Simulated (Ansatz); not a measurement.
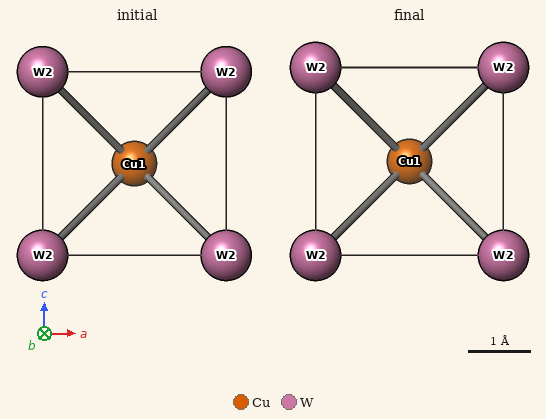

The structure of a crystal of CuW (a generated structure, set up in Pm-3m) (coarse preliminary run) before (left) and after (right) a relaxation, at one scale.

A ball-and-stick model of the cell of the calculation, seen along the b axis.

Theory: DFT PBE, scalar-relativistic, plane waves, PAW in Ansatz. (plane-wave cutoff 420 eV; k-point mesh 6 × 6 × 6; occupations gaussian; smearing width 0.1 eV; no spin polarisation; cell and atoms relaxed; force threshold 0.04 eV/Å; at most 70 steps)

**Summarise the run.**

After 3 accepted moves (4 points after the start) the energy has fallen by 0.103 eV per cell of the calculation. All forces vanish by symmetry, so only the cell relaxes. The pressure goes from 18.80 to −0.02 GPa. At 1 point the geometry stayed and the basis and grid were re-selected for the new cell (energy shift of 0.9 meV per cell of the calculation at most each time). No atom moves by more than 0.005 Å relative to the cell. The volume changes by +7.2 %, with a = b = c 2.968 → 3.037 Å (+2.3 %). Among the contacts that change: W2–W2 2.968 → 3.037 Å, Cu1–W2 2.570 → 2.630 Å. The space group stays Pm-3m (No. 221).
